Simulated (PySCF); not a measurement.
# Two runs on C4H4FNOS

System: C4H4FNOS.
Method of the first run: GIAO PBE0/pcSseg-1 NMR shielding, non-relativistic, gas phase (PySCF 2.14.0).

The geometry comes from this level: GFN2-xTB. Text and figures count atoms from 1; the logs count them from 0 in places.

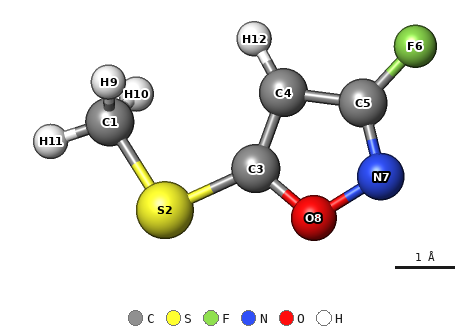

Fig. 1: The structure (ball-and-stick view, seen at a tilt; atoms are numbered from 1 in the order of the input). Bond lengths as drawn: C–C 1.37 to 1.41 Å, C–F 1.32 Å, C–H 1.07 to 1.09 Å, C–N 1.30 Å, C–O 1.34 Å, C–S 1.73 to 1.82 Å and N–O 1.35 Å.

## Input file, the first run
```
{"job": {"xc": "PBE0", "basis": "pcSseg-1", "kind": "nmr", "pop": false}, "charge": 0, "multiplicity": 1}
C      2.223596     0.160866     0.211008
S      1.281741    -1.360299    -0.118626
C     -0.328025    -0.753188     0.066237
C     -0.839908     0.486982     0.358366
C     -2.230617     0.238985     0.345671
F     -3.171042     1.134700     0.573812
N     -2.517575    -1.004089     0.077897
O     -1.330251    -1.630721    -0.098266
H      1.972890     0.914278    -0.528579
H      2.013045     0.509762     1.216674
H      3.270530    -0.110267     0.124218
H     -0.343184     1.412305     0.548371
```

The first line tells a small driver script what to run in PySCF; the rest is the geometry in Å.

Launched with:
```bash
OMP_NUM_THREADS=1 python <driver script> task.json out
```

Hardware: 1 CPU thread, shared host.

## Output (the first run)
```
coarse grid: 11688 points
cycle   1  E = -782.0299602496  dE =  1.559e+00  |g| = 5.925e-01  |ddm| = 3.455e+00
cycle   2  E = -781.9736049513  dE =  5.636e-02  |g| = 8.271e-01  |ddm| = 8.780e-01
cycle   3  E = -782.0923167285  dE = -1.187e-01  |g| = 1.385e-01  |ddm| = 5.530e-01
cycle   4  E = -782.0951777345  dE = -2.861e-03  |g| = 7.102e-02  |ddm| = 1.357e-01
cycle   5  E = -782.0962466130  dE = -1.069e-03  |g| = 1.121e-02  |ddm| = 6.739e-02
cycle   6  E = -782.0962682770  dE = -2.166e-05  |g| = 5.250e-03  |ddm| = 1.439e-02
cycle   7  E = -782.0962743804  dE = -6.103e-06  |g| = 8.898e-04  |ddm| = 4.757e-03
final grid: 111872 points
cycle   8  E = -782.1606527124  dE = -2.109e-05  |g| = 1.220e-02  |ddm| = 3.218e-02
cycle   9  E = -782.1606072254  dE =  4.549e-05  |g| = 1.976e-02  |ddm| = 2.076e-02
cycle  10  E = -782.1606808448  dE = -7.362e-05  |g| = 2.294e-03  |ddm| = 1.361e-02
cycle  11  E = -782.1606819661  dE = -1.121e-06  |g| = 3.612e-04  |ddm| = 1.918e-03
cycle  12  E = -782.1606819895  dE = -2.338e-08  |g| = 1.689e-04  |ddm| = 4.394e-04
cycle  13  E = -782.1606819946  dE = -5.130e-09  |g| = 5.381e-05  |ddm| = 1.698e-04
cycle  14  E = -782.1606819953  dE = -6.614e-10  |g| = 2.038e-05  |ddm| = 7.180e-05
converged SCF energy = -782.1606819953

GIAO shielding tensors (ppm)
atom      isotropic    diamagn.    paramagn.     s11        s22        s33       span
  0 C      166.797     252.290     -85.493    150.881    163.365    186.143     35.262
  1 S      486.884    1055.544    -568.659    285.489    462.376    712.788    427.299
  2 C        4.731     258.242    -253.512    -59.757     -7.071     81.020    140.777
  3 C       93.140     255.330    -162.190     25.763     94.855    158.801    133.038
  4 C        3.568     251.863    -248.295    -85.303     35.638     60.369    145.672
  5 F      313.400     468.341    -154.941    219.484    312.439    408.277    188.793
  6 N     -112.207     318.992    -431.199   -306.324    -95.867     65.570    371.893
  7 O      -10.547     398.369    -408.916   -137.917    -55.204    161.480    299.397
  8 H       29.191      31.176      -1.985     24.683     26.904     35.985     11.302
  9 H       29.200      30.670      -1.471     24.700     26.915     35.984     11.284
 10 H       29.311      28.238       1.073     24.166     26.331     37.435     13.269
 11 H       26.142      33.059      -6.917     22.702     25.861     29.863      7.161
```

For the second run the input was changed thus:
```diff
-C      2.223596     0.160866     0.211008
-S      1.281741    -1.360299    -0.118626
-C     -0.328025    -0.753188     0.066237
-C     -0.839908     0.486982     0.358366
-C     -2.230617     0.238985     0.345671
-F     -3.171042     1.134700     0.573812
-N     -2.517575    -1.004089     0.077897
-O     -1.330251    -1.630721    -0.098266
-H      1.972890     0.914278    -0.528579
-H      2.013045     0.509762     1.216674
-H      3.270530    -0.110267     0.124218
-H     -0.343184     1.412305     0.548371
+C      2.390293     0.073255    -0.101135
+S      1.199607    -1.257292     0.234262
+C     -0.279454    -0.390352     0.013032
+C     -1.585139    -0.801377     0.115854
+C     -2.290696     0.383094    -0.184419
+F     -3.601708     0.515186    -0.218935
+N     -1.499100     1.389326    -0.438921
+O     -0.236418     0.911442    -0.316682
+H      3.374833    -0.368053     0.012101
+H      2.249739     0.436168    -1.114148
+H      2.247496     0.874861     0.616303
+H     -1.968256    -1.766944     0.360176
```

What does this change do to the results?

With the same method and basis, the second run lies 1.0 kcal/mol lower. The HOMO goes from −6.94 to −6.83 eV. The dipole moment goes from 5.09 to 3.20 D. Of all shieldings, the largest change is that of S2, by +5.1 ppm. The number of SCF iterations is the same.

## Output (the second run)
```
coarse grid: 11688 points
cycle   1  E = -782.0332140918  dE =  1.557e+00  |g| = 5.870e-01  |ddm| = 3.472e+00
cycle   2  E = -781.9799855885  dE =  5.323e-02  |g| = 8.093e-01  |ddm| = 8.408e-01
cycle   3  E = -782.0940038245  dE = -1.140e-01  |g| = 1.319e-01  |ddm| = 5.420e-01
cycle   4  E = -782.0965760182  dE = -2.572e-03  |g| = 7.136e-02  |ddm| = 1.413e-01
cycle   5  E = -782.0976705178  dE = -1.094e-03  |g| = 1.073e-02  |ddm| = 6.325e-02
cycle   6  E = -782.0976876302  dE = -1.711e-05  |g| = 5.404e-03  |ddm| = 1.318e-02
cycle   7  E = -782.0976940425  dE = -6.412e-06  |g| = 6.632e-04  |ddm| = 4.751e-03
final grid: 111872 points
cycle   8  E = -782.1622034845  dE = -2.064e-05  |g| = 1.200e-02  |ddm| = 2.692e-02
cycle   9  E = -782.1621634998  dE =  3.998e-05  |g| = 1.910e-02  |ddm| = 1.935e-02
cycle  10  E = -782.1622304545  dE = -6.695e-05  |g| = 2.176e-03  |ddm| = 1.191e-02
cycle  11  E = -782.1622314732  dE = -1.019e-06  |g| = 2.788e-04  |ddm| = 1.939e-03
cycle  12  E = -782.1622314843  dE = -1.110e-08  |g| = 1.804e-04  |ddm| = 3.830e-04
cycle  13  E = -782.1622314906  dE = -6.296e-09  |g| = 4.210e-05  |ddm| = 1.633e-04
cycle  14  E = -782.1622314910  dE = -3.456e-10  |g| = 1.953e-05  |ddm| = 5.055e-05
converged SCF energy = -782.1622314910

GIAO shielding tensors (ppm)
atom      isotropic    diamagn.    paramagn.     s11        s22        s33       span
  0 C      169.701     250.359     -80.657    160.859    163.945    184.300     23.441
  1 S      491.985    1055.999    -564.014    275.315    454.127    746.515    471.200
  2 C        9.472     260.217    -250.746    -62.333     -0.501     91.250    153.583
  3 C       92.625     256.545    -163.921     23.722     99.411    154.741    131.018
  4 C        2.715     255.417    -252.702    -84.597     34.431     58.310    142.907
  5 F      311.939     467.592    -155.654    220.101    312.009    403.706    183.606
  6 N     -111.725     320.531    -432.256   -303.234   -103.268     71.327    374.562
  7 O       -8.569     399.304    -407.873   -124.073    -66.903    165.270    289.343
  8 H       29.524      27.905       1.619     24.550     26.572     37.450     12.900
  9 H       28.763      29.953      -1.191     23.746     26.702     35.840     12.094
 10 H       28.764      30.117      -1.353     23.747     26.705     35.839     12.092
 11 H       25.826      31.278      -5.452     22.829     25.922     28.727      5.897
```

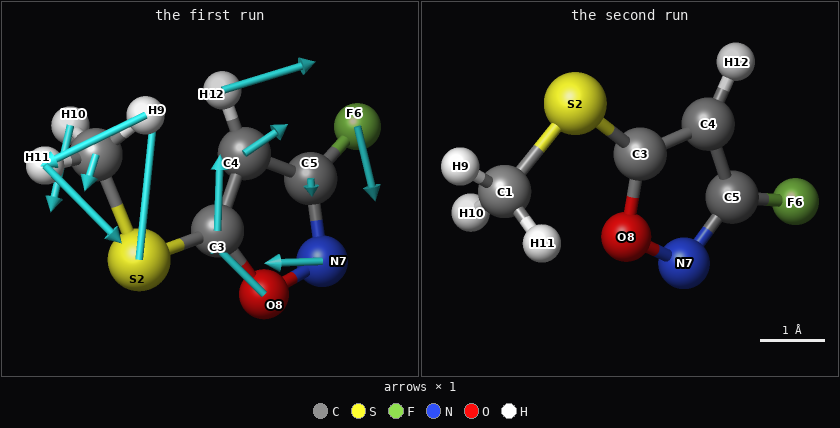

Fig. 2: The two input geometries at one scale (ball-and-stick view, seen at a tilt). The teal arrows on the first give the shifts of the atoms after the best rigid fit, at true length. The atom that moves furthest after the best rigid fit is S2 (2.46 Å). By element the largest moves are S 2.46 Å, H 1.87 Å, O 1.30 Å, F 1.22 Å, C 1.20 Å, N 0.93 Å.

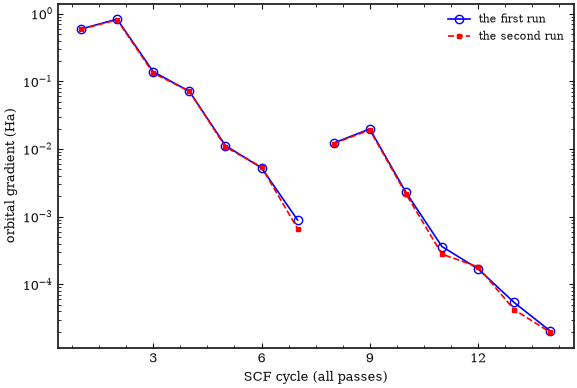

Fig. 3: Convergence of the two runs: orbital gradient against the SCF cycle. A break in a curve parts two SCF passes (coarse and final grid). The first run takes 14 cycles in all, and the second run takes 14.

## The two runs side by side

```tsv
quantity	the first run	the second run
outcome	converged	converged
total energy (hartree)	−782.160682	−782.162231
HOMO (eV)	−6.94	−6.83
LUMO (eV)	−0.54	−0.52
dipole moment (D)	5.09	3.20
shielding of C1 (ppm)	166.8	169.7
shielding of S2 (ppm)	486.9	492.0
shielding of C3 (ppm)	4.7	9.5
shielding of C5 (ppm)	3.6	2.7
shielding of F6 (ppm)	313.4	311.9
shielding of O8 (ppm)	−10.5	−8.6
shielding of H11 (ppm)	29.3	28.8
SCF iterations	14	14
basis functions	163	163
wall time (shared host)	12 s	12 s
```
